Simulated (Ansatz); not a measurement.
# GeBrF$_{2}$: one change and its effect

System: GeBrF$_{2}$, multiplicity 2, SMILES [F][Ge]([F])[Br].
Method of run A: UKS B2PLYP (frozen core)/def2-TZVPP (Ansatz 0.2.0).

The geometry comes from this level: PBE0-D4/def2-TZVP. Text and figures count atoms from 1; the logs count them from 0 in places.

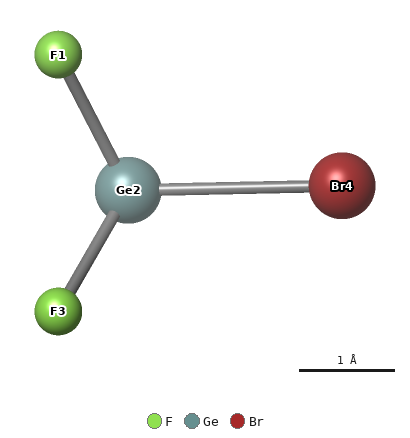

**Figure 1.** The structure as given in the input (ball-and-stick view, seen on its broad side; atoms are numbered from 1 in the order of the input). Sticks mark near contacts.

## The input, run A
```yaml
crystal:
  periodic: [false, false, false]
  atoms:
    - {symbol: F, position_ang: [1.069456, 0.798484, 0.998724]}
    - {symbol: Ge, position_ang: [-0.237902, -0.184042, 0.443567]}
    - {symbol: F, position_ang: [0.543723, -1.585539, -0.194912]}
    - {symbol: Br, position_ang: [-1.319677, 0.910898, -1.267679]}
basis:
  gaussian: {orbitals: def2-TZVPP}
magnetization: {spin_polarized: true, initial_magnetization: 1}
hamiltonian: {xc: {name: B2PLYP}}
```

Hardware: 4 CPU threads, shared host.

## Output (run A)
```
Functional definition: B2PLYP
  parameter a = 0.53
  parameter c = 0.27
  exchange = (1 - a)*b88_x + a*exact_x
  correlation = (1 - c)*lyp_c + c*(mp2_os + mp2_ss)
1070 factors; integrals over basis functions are off by at most 5.6e-4 eV
mean field evaluation 1: about -131967.5146 eV, gradient 3.3e1 eV
mean field evaluation 2: about -131967.5896 eV, gradient 3.3e1 eV
mean field evaluation 4: about -131971.1342 eV, gradient 1.5e0 eV
mean field evaluation 8: about -131971.1768 eV, gradient 1.1e-1 eV
mean field evaluation 16: about -131971.1770 eV, gradient 9.1e-4 eV
mean field -131971.17703364 eV, -4849.8513027095 hartree, gradient 8.9e-6 eV, S^2 0.756703; 0 other end points of the search recorded, 0 dependent functions left out
20 core orbitals not correlated: weight in the atoms' cores, before any rotation towards them, 1.000 or more for the frozen orbitals, at most 0.000 for the correlated occupied ones
reference -131971.17715895 eV, -4849.8513073146 hartree; 23, 22 occupied and 115, 116 virtual orbitals, 1070 factors
second order -32.44138075 eV of doubles, -0.00000000 eV of singles
Total energy: -131979.93633175 eV, -4850.1732009778 hartree
```

For run B the input was changed thus:
```diff
-hamiltonian: {xc: {name: B2PLYP}}
+hamiltonian: {xc: {name: PBE-QIDH}}
```

How does run B compare with run A?

The total energies belong to different methods, so their difference says nothing on which is more stable or more accurate. The functional changes from B2PLYP to PBE-QIDH.

## Output (run B)
```
Functional definition: PBE-QIDH
  parameter a = 3^(-1/3)
  parameter c = 1/3
  exchange = (1 - a)*pbe_x + a*exact_x
  correlation = (1 - c)*pbe_c + c*(mp2_os + mp2_ss)
1070 factors; integrals over basis functions are off by at most 5.6e-4 eV
mean field evaluation 1: about -131951.4331 eV, gradient 3.0e1 eV
mean field evaluation 2: about -131951.4361 eV, gradient 3.0e1 eV
mean field evaluation 4: about -131954.6240 eV, gradient 1.7e0 eV
mean field evaluation 8: about -131954.6746 eV, gradient 1.3e-1 eV
mean field evaluation 16: about -131954.6750 eV, gradient 5.5e-4 eV
mean field -131954.67497298 eV, -4849.2448631660 hartree, gradient 4.3e-6 eV, S^2 0.757992; 0 other end points of the search recorded, 0 dependent functions left out
20 core orbitals not correlated: weight in the atoms' cores, before any rotation towards them, 1.000 or more for the frozen orbitals, at most 0.000 for the correlated occupied ones
reference -131954.67498159 eV, -4849.2448634824 hartree; 23, 22 occupied and 115, 116 virtual orbitals, 1070 factors
second order -30.18821544 eV of doubles, -0.00000000 eV of singles
Total energy: -131964.73772007 eV, -4849.6146623008 hartree
```

## The two runs side by side

```tsv
quantity	run A	run B
outcome	converged	converged
total energy (hartree)	−4850.173201	−4849.614662
⟨S²⟩	0.757	0.758
basis functions	158	158
wall time (shared host)	6 s	5.5 s
```
